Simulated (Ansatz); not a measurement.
## Electronic structure of AlBrCl$_{2}$···HF in real space

Input

```
crystal:
  periodic: [false, false, false]
  atoms:
    - { symbol: Al, position_ang: [-0.4766, -0.632, -0.2808] }
    - { symbol: Br, position_ang: [1.2962, 1.4085, -1.0651] }
    - { symbol: Cl, position_ang: [0.653, -2.2948, -0.2917] }
    - { symbol: Cl, position_ang: [-2.3111, 0.0833, -0.6832] }
    - { symbol: H, position_ang: [0.7558, 1.0767, 0.8195] }
    - { symbol: F, position_ang: [0.0827, 0.3583, 1.5013] }
basis:
  gaussian: { orbitals: def2-SVP }
hamiltonian:
  xc: { name: BHLYP }
  dispersion: d4
relax:
  f_tol: 0.15
  max_steps: 25
  restrain:
    - { distance: [0, 5], at: 3.08, k: 30.0 }
    - { distance: [4, 1], at: 2.81, k: 30.0 }
    - { distance: [0, 1], at: 2.41, k: 30.0 }
    - { distance: [4, 5], at: 0.88, k: 30.0 }
output:
  orbitals: {}
```

Command:

```sh
ansatz run input.yaml --threads 2 --pin off --max-ram 3072MiB --backend cpu --events-out ev --progress --plain --runs-dir out
```

The fields are those of the run's last geometry, not of the input's.

Not at a stationary point (largest force 1.5 eV/Å).

Theory: RKS BHLYP-D4/def2-SVP (Ansatz 0.2.0).

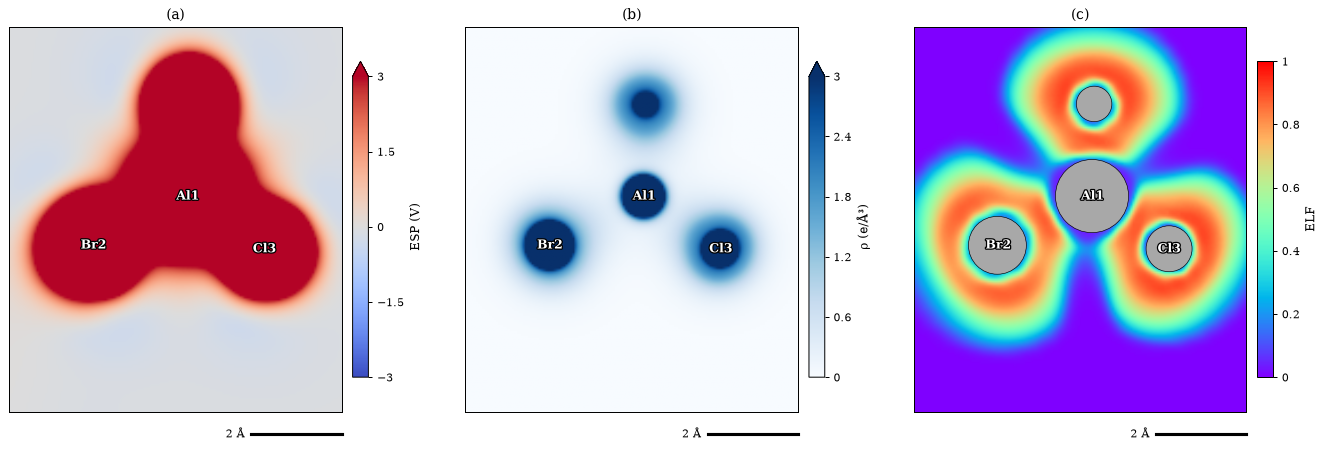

Figure 1. (a) electrostatic potential; (b) electron density; (c) electron localisation function on the plane of atoms Br2, Al1 and Cl3. Grey discs cover the atomic cores in the ELF map.

**Read the bonding off the picture.**

- Atoms in the plane: Al, Br and Cl.
- Al–Cl (2.07 Å): the density is about 0.75 e/Å³ at the midpoint; the ELF peaks at about 0.90 in the valence shell of Cl, 0.9 Å from its nucleus, and is about 0.80 at the midpoint.
- Al–Br (2.36 Å): the density is about 0.56 e/Å³ at the midpoint; the ELF peaks at about 0.90 in the valence shell of Br, 1.2 Å from its nucleus, and is about 0.90 at the midpoint.
- The ELF also peaks beside Br2, Cl3 and Cl4, away from the bonds: lone-pair regions.
- Outside the dense part of the complex the potential is most negative (−0.3 V) near Cl3.

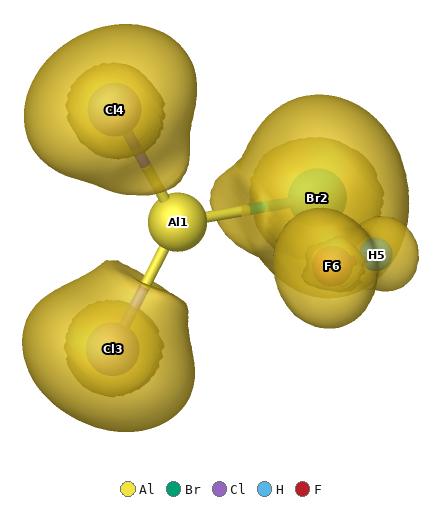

Figure 2. Isosurface of the ELF at 0.75 (yellow), seen at a tilt. Only the valence region is drawn (cores and ρ < 0.01 e/Å³ removed).

**Where are the electrons localised?**

At this value the surface marks out one region on Br in which the atom's valence shell and bonds are merged, two regions on Cl in which the atom's valence shell and bonds are merged and one joined region spread over several atoms (F, H), in which their bonds and any lone pairs are merged. Along the contacts the grid gives the following. Al1···F6 (3.07 Å): the ELF is about 0 at the midpoint.

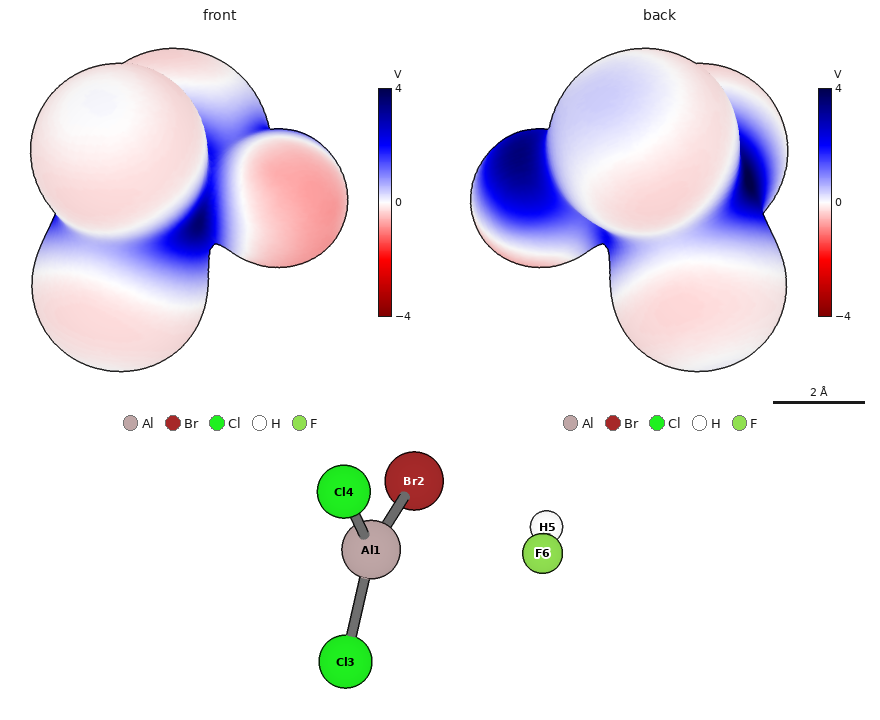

Figure 3. The molecular electrostatic potential painted on the density surface at 0.002 e/bohr³, seen from the front and from behind; red is negative and blue positive. The bare structure is drawn below in the same view.

**Where is the surface potential most negative and most positive?**

The most negative region (about −0.7 V) lies over F6, the most positive (about +3.8 V) over Al1.
